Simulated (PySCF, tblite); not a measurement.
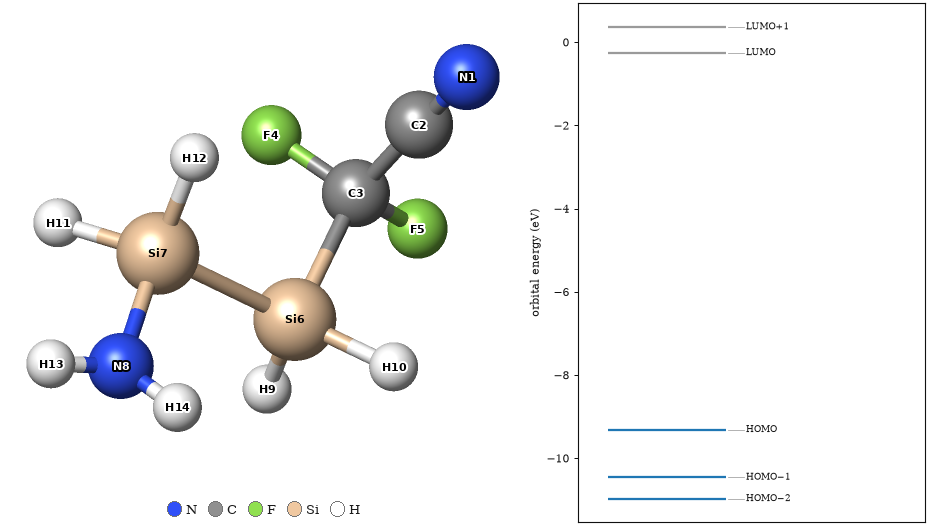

C₂H₆F₂N₂Si₂, SMILES N#CC(F)(F)[SiH2][SiH2]N. Kohn-Sham orbital energies near the frontier, CAM-B3LYP/def2-SVPD in PySCF, at a GFN2-xTB geometry (a minimum by its frequencies), isolated molecule; empty levels in grey, levels within 0.03 eV side by side.

Where do the frontier orbitals lie?

Answer. HOMO at −9.31 eV, LUMO at −0.25 eV, 9.06 eV apart.

On which atoms do HOMO and LUMO mostly sit?

Answer. HOMO: N8 53 %, Si7 16 %, H12 10 %. LUMO: Si6 24 %, Si7 22 %, H10 7 % (Löwdin shares).

List the levels with the atoms that carry most of them (a dash for levels above zero or within 0.03 eV of another, where shares mean little).

Answer.
```
orbital  energy (eV)                Löwdin shares
 LUMO+1         0.37                            –
   LUMO        −0.25  Si6 24 %, Si7 22 %, H10 7 %
   HOMO        −9.31  N8 53 %, Si7 16 %, H12 10 %
 HOMO−1       −10.46  Si6 19 %, C3 16 %, Si7 14 %
 HOMO−2       −10.97   Si6 26 %, Si7 16 %, C3 9 %
```

Note: the tight-binding geometry is rougher than a DFT one and adds to the error; one conformer of a flexible molecule; empty levels above zero depend strongly on the basis.
